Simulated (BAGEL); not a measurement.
**GeSiH4O2 (SMILES [OH][Ge][O][SiH3]) at HF/6-31G(d) (density fitting with cc-pvqz-jkfit, spherical functions)**

Aim: the energy change on altering one bond length of GeSiH4O2 at HF/6-31G* (density fitting with cc-pvqz-jkfit, spherical functions), from 2 runs. 

The calculation is run with BAGEL 1.2.2.

## (1) Starting point

The species is GeSiH4O2 (8 atoms), meant as a singlet with charge 0. SMILES: `[OH][Ge][O][SiH3]`. Geometry: relaxed at PBE0-D4/def2-TZVP. This is one conformer, not always the lowest.

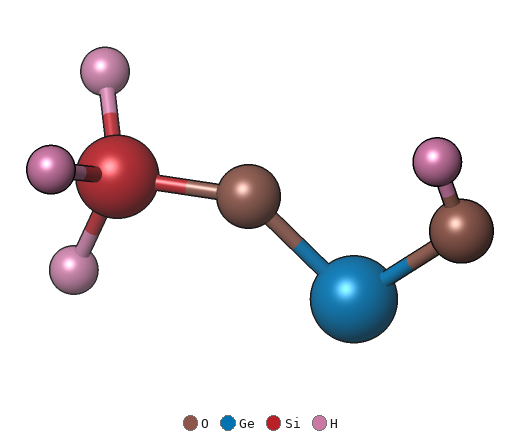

The structure, seen from a chosen angle (oxygen brown, germanium blue, silicon red, hydrogen pink).

## (2) A single-point energy at HF/6-31G(d) (density fitting with cc-pvqz-jkfit, spherical functions)

input.json

```json
{ "bagel": [

{
  "title": "molecule",
  "basis": "6-31gs.json",
  "df_basis": "cc-pvqz-jkfit",
  "angstrom": true,
  "geometry": [
    { "atom": "O", "xyz": [       1.410100,       2.505300,       0.149500 ] },
    { "atom": "Ge", "xyz": [       1.623900,       0.902600,      -0.581400 ] },
    { "atom": "O", "xyz": [       0.084300,       0.200200,       0.031000 ] },
    { "atom": "Si", "xyz": [      -0.715100,      -1.229100,      -0.056600 ] },
    { "atom": "H", "xyz": [       0.587200,       2.577300,       0.646600 ] },
    { "atom": "H", "xyz": [      -2.046000,      -1.018000,      -0.682500 ] },
    { "atom": "H", "xyz": [       0.048600,      -2.214700,      -0.872700 ] },
    { "atom": "H", "xyz": [      -0.900800,      -1.780800,       1.310300 ] }
  ]
},

{
  "title": "hf"
},

{
  "title": "print",
  "file": "orbitals.molden",
  "orbitals": true
}

]}
```

The basis set 6-31G* is read from a file made from the Basis Set Exchange's data (not shown).

The run is started by

```bash
$ BAGEL_NUM_THREADS=1 BAGEL input.json > input.out
```

Standard output:

```text
* using 1 threads per process

  ===============================================================
  ===============================================================

  *** Geometry ***

  { "atom" : "O", "xyz" : [      2.664703,      4.734331,      0.282514 ] },
  { "atom" : "Ge", "xyz" : [      3.068726,      1.705667,     -1.098687 ] },
  { "atom" : "O", "xyz" : [      0.159304,      0.378323,      0.058582 ] },
  { "atom" : "Si", "xyz" : [     -1.351343,     -2.322662,     -0.106958 ] },
  { "atom" : "H", "xyz" : [      1.109647,      4.870391,      1.221897 ] },
  { "atom" : "H", "xyz" : [     -3.866380,     -1.923741,     -1.289738 ] },
  { "atom" : "H", "xyz" : [      0.091841,     -4.185176,     -1.649164 ] },
  { "atom" : "H", "xyz" : [     -1.702265,     -3.365224,      2.476108 ] },

  Number of auxiliary basis functions:      782

  Since a DF basis is specified, we compute 2- and 3-index integrals:
    o Being stored without compression. Storage requirement is 0.046 GB

  Number of basis functions:       86
  Number of electrons      :       66

    * METHOD: MOLECULE                             0.84

  *** RHF ***

  === Nuclear Repulsion ===
   339.7826885601

      * DIIS with orbital gradients will be used.

  === RHF iteration (6-31gs.json) ===
      0      -2515.77444225          0.02392494           0.25
      1      -2515.92938979          0.01956471           0.25
      2      -2516.12046425          0.00130654           0.24
      3      -2516.12239803          0.00051292           0.24
      4      -2516.12257427          0.00014920           0.24
      5      -2516.12260165          0.00005037           0.24
      6      -2516.12260490          0.00002473           0.24
      7      -2516.12260571          0.00000676           0.24
      8      -2516.12260577          0.00000284           0.24
      9      -2516.12260578          0.00000123           0.24
     10      -2516.12260578          0.00000045           0.24
     11      -2516.12260578          0.00000023           0.24
     12      -2516.12260578          0.00000009           0.24
     13      -2516.12260578          0.00000004           0.24
     14      -2516.12260578          0.00000002           0.24
     15      -2516.12260578          0.00000001           0.24
    * SCF iteration converged.

    * Permanent dipole moment:
           (    0.169783,     0.368639,     0.043243) a.u.

    * METHOD: HF                                   4.32

    * METHOD: PRINT                                0.02

  ===============================================================
```

Run time: 5.4 s. Hardware: 1 thread of Arm Neoverse V1, shared host; peak memory 0.2 GiB.

## (3) The distorted shape at the same level

calc.json

```json
{ "bagel": [

{
  "title": "molecule",
  "basis": "6-31gs.json",
  "df_basis": "cc-pvqz-jkfit",
  "angstrom": true,
  "geometry": [
    { "atom": "O", "xyz": [    2.474780,    2.336426,    0.650201 ] },
    { "atom": "Ge", "xyz": [    2.688580,    0.733726,   -0.080699 ] },
    { "atom": "O", "xyz": [    1.148980,    0.031326,    0.531701 ] },
    { "atom": "Si", "xyz": [    0.349580,   -1.397974,    0.444101 ] },
    { "atom": "H", "xyz": [    1.651880,    2.408426,    1.147301 ] },
    { "atom": "H", "xyz": [   -2.046000,   -1.018000,   -0.682500 ] },
    { "atom": "H", "xyz": [    1.113280,   -2.383574,   -0.371999 ] },
    { "atom": "H", "xyz": [    0.163880,   -1.949674,    1.811001 ] }
  ]
},
{
  "title": "hf"
},
{
  "title": "print",
  "file": "orbitals.molden",
  "orbitals": true
}

]}
```

The basis set 6-31G* is read from a file made from the Basis Set Exchange's data (not shown).

The run is started by

```bash
$ BAGEL_NUM_THREADS=1 BAGEL calc.json > calc.out
```

Standard output:

```text
* using 1 threads per process

  ===============================================================
  ===============================================================

  *** Geometry ***

  { "atom" : "O", "xyz" : [      4.676656,      4.415205,      1.228702 ] },
  { "atom" : "Ge", "xyz" : [      5.080680,      1.386541,     -0.152499 ] },
  { "atom" : "O", "xyz" : [      2.171258,      0.059198,      1.004769 ] },
  { "atom" : "Si", "xyz" : [      0.660610,     -2.641788,      0.839229 ] },
  { "atom" : "H", "xyz" : [      3.121601,      4.551266,      2.168085 ] },
  { "atom" : "H", "xyz" : [     -3.866380,     -1.923741,     -1.289738 ] },
  { "atom" : "H", "xyz" : [      2.103794,     -4.504302,     -0.702976 ] },
  { "atom" : "H", "xyz" : [      0.309688,     -3.684350,      3.422296 ] },

  Number of auxiliary basis functions:      782

  Since a DF basis is specified, we compute 2- and 3-index integrals:
    o Being stored without compression. Storage requirement is 0.046 GB

  Number of basis functions:       86
  Number of electrons      :       66

    * METHOD: MOLECULE                             0.82

  *** RHF ***

  === Nuclear Repulsion ===
   336.0777374552

      * DIIS with orbital gradients will be used.

  === RHF iteration (6-31gs.json) ===
      0      -2515.63031653          0.02396635           0.25
      1      -2515.78774027          0.01964201           0.24
      2      -2515.98020636          0.00126600           0.24
      3      -2515.98216309          0.00048618           0.23
      4      -2515.98235562          0.00015870           0.23
      5      -2515.98238333          0.00005449           0.23
      6      -2515.98238750          0.00002433           0.23
      7      -2515.98238850          0.00000794           0.23
      8      -2515.98238858          0.00000278           0.23
      9      -2515.98238859          0.00000099           0.22
     10      -2515.98238859          0.00000052           0.23
     11      -2515.98238859          0.00000020           0.23
     12      -2515.98238859          0.00000006           0.24
     13      -2515.98238859          0.00000003           0.24
     14      -2515.98238859          0.00000001           0.24
     15      -2515.98238859          0.00000000           0.24
    * SCF iteration converged.

    * Permanent dipole moment:
           (   -0.847272,     0.413669,    -0.363626) a.u.

    * METHOD: HF                                   4.20

    * METHOD: PRINT                                0.02

  ===============================================================
```

It took 5.4 s on 1 thread of Arm Neoverse V1, shared host; peak memory 0.2 GiB.

## (4) What came out

Level: HF/6-31G* (density fitting with cc-pvqz-jkfit, spherical functions).

| quantity | value |
| --- | --- |
| first shape: total energy | -2516.12261 Eh |
| first shape: dipole moment | 1.04 D |
| first shape: HOMO energy | -10.40 eV |
| first shape: LUMO energy | 1.28 eV |
| first shape: HOMO–LUMO gap | 11.68 eV |
| distorted shape: total energy | -2515.98239 Eh |
| distorted shape: dipole moment | 2.57 D |
| distorted shape: HOMO energy | -8.84 eV |
| distorted shape: LUMO energy | 0.85 eV |
| distorted shape: HOMO–LUMO gap | 9.69 eV |
| energy change with the Si4–H6 bond stretched from 1.486 to 2.674 Å | 3.816 eV |

What this shows: One bond (distorted shape) is far stretched, which a spin-restricted single reference describes badly; a broken-symmetry solution may lie lower. With the Si4–H6 bond stretched from 1.486 to 2.674 Å the energy rises by 3.82 eV (368 kJ/mol). The first shape isn't relaxed at this level, so the change isn't measured from a minimum. A restricted reference can't describe the breaking bond well at this length.
